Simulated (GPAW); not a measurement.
# Surface energy and work function of Pb(111) from slabs of 3 to 12 layers (RPBE)

How do energy and work function of Pb(111) films settle with thickness, and what surface energy follows?

**Method.** GPAW 26.7.0, plane waves at 450 eV with PAW setups; symmetric 1×1 slabs cut at the tabulated lattice constant (two decimals; low-temperature values for the alkali metals), atoms at bulk places, 7.5 Å of vacuum on each side, one in-plane mesh for all thicknesses, Fermi-Dirac smearing of 0.1 eV. Energies are extrapolated to zero smearing and count from the program's reference atoms. Functional RPBE. The cell's area is 10.610 Å².

The runs, one held back:

```tsv
layers	energy (eV)	work function (eV)
3	−9.8712	3.80
4	−13.3663	3.62
5	−16.6681	3.55
6	−20.0938	3.64
7	−23.4468	3.54
8	−26.8513	3.66
9	−30.2218	3.54
10	−33.5918	3.65
11	−36.9873	3.58
12	?	?
```

To predict: What surface energy do these runs give, and what energy and work function should the 12-layer slab have?

A: A slab of n layers has E(n) = nε + 2Aγ once its middle is bulk-like. A line through n = 6 to 11 has the slope ε = −3.3792 eV a layer and the intercept 2Aγ = 0.1913 eV (r.m.s. residual 9.8 meV). So γ = 0.1913 / (2 × 10.610 Å²) = 0.0090 eV/Å² = 0.14 J/m², with a standard error of about 0.02 J/m² from the scatter about the line. For 12 layers: 0.1913 + 12 × (−3.3792) = −40.359 eV; the run gives −40.350 eV, 9.3 meV over the line. The work function has no such law: from 6 to 11 layers it moves between 3.54 and 3.66 eV (mean 3.60), and the 12-layer slab gives 3.61 eV. The thinnest slab, 3 layers, lies +0.20 eV from that mean. The values go up and down with thickness, as expected where levels confined across the film cross the Fermi level one by one.

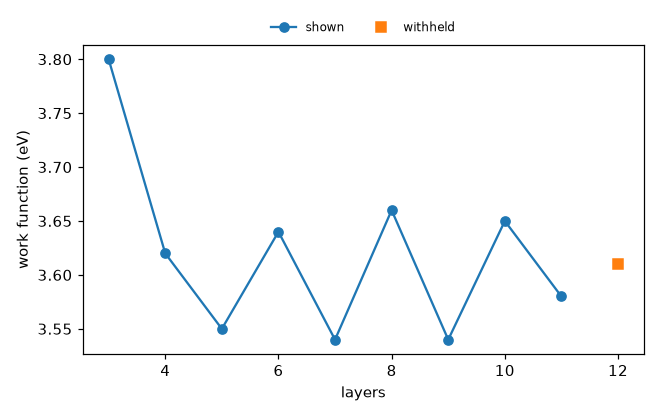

Work function against thickness.

**Limits.** The surfaces are unrelaxed, so γ is an upper bound for this functional and lattice constant. The tabulated lattice constant isn't the functional's own, which strains the slab a little. Spin-orbit coupling is left out.

[Logs are printed without paths, hosts, clocks, repeated set-up lines and the standing remarks that a program may print on its own settings, such as how far it seeks lower states.]
